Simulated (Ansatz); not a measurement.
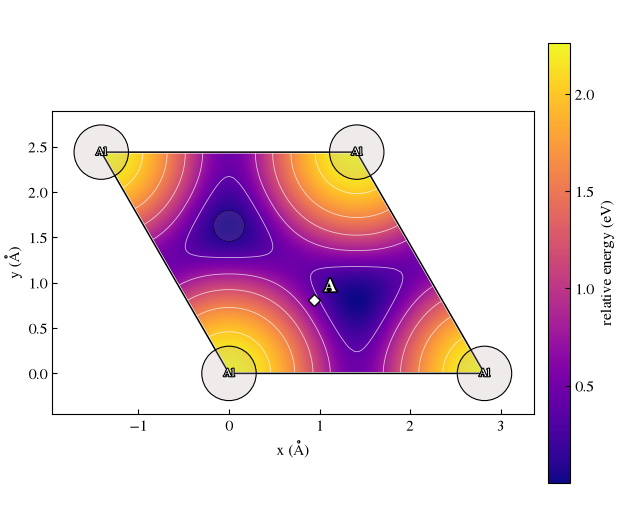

Pt on an Al(111) slab cut from the Fm-3m phase, its upper half relaxed before the scan (12 atoms of substrate and one adsorbate in a 2 × 2 cell). 
- Pt is moved over the surface cell; relaxed at each place: the height of the adsorbate's atoms; substrate rigid; the origin of the map has the adsorbate above Al9.
- Places are given modulo a cell vector. The map is drawn in real space over the plane of the surface.
- Grid: 6 × 6 points; 10 points were computed and 26 follow by symmetry.
- Places are given in fractions of the 1 × 1 surface cell.
- Energies are in eV, from the lowest grid point.
- Level of theory: DFT LDA, scalar-relativistic, plane waves, PAW in Ansatz 0.2.0. Settings: cutoff 420 eV, k-mesh 6×6×1, gaussian smearing 0.1 eV, no spin polarisation.

Drawn: a smooth colour map with a few white contour lines, labelled circles for the atoms of the top layer and small ones for the second layer, the outline of one cell of the plane, the point A. Between grid points the surface is interpolated.

Question: Is A at rest? If not, where is it pushed?

Answer: A, at (3/6, 2/6) of the cell vectors, is not a stationary point. The computed force is 1.9 eV/Å in the plane, pointing up and right in the picture (components 1.6 and 1.0 eV/Å).

PAW datasets: the set soft_1.
